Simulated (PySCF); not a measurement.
Molecule: SMILES [SiH3]N([SiH3])[SiH3] (H9NSi3), singlet. Atoms near the plane z = 0.0 Å, at the GFN2-xTB optimised geometry (x, y, z in Å): Si1 (-0.8, -1.4, -0.4), N2 (0.0, 0.1, 0.0), Si3 (1.8, 0.1, 0.0), Si4 (-0.9, 1.6, 0.0), H6 (-2.2, -1.3, 0.2), H7 (-0.1, -2.5, 0.2), H9 (2.2, 1.2, 0.9), H10 (2.2, -1.2, 0.5), H11 (-0.1, 2.5, 0.9), H13 (-2.2, 1.3, 0.5).

Computed with PySCF with B3LYP/def2-TZVP. Cells within 0.4 Å of a nucleus heavier than hydrogen are left out (blank, or x). The values are rescaled to run from 0 to 1.

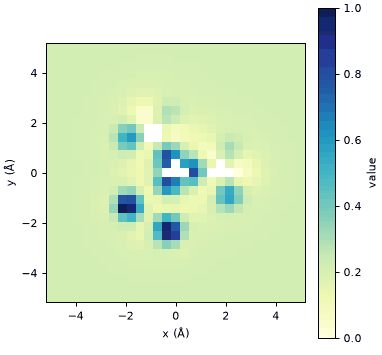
*a field on the plane z = 0.0 Å.*

### Question
Which quantity is mapped?
(A) an orbital amplitude
(B) log10 of the electron density
(C) Laplacian of the electron density
(D) deformation density (molecule minus spherical neutral atoms)

### Answer
D, deformation density (molecule minus spherical neutral atoms). In full: deformation density (molecule minus spherical neutral atoms) (e/bohr³).
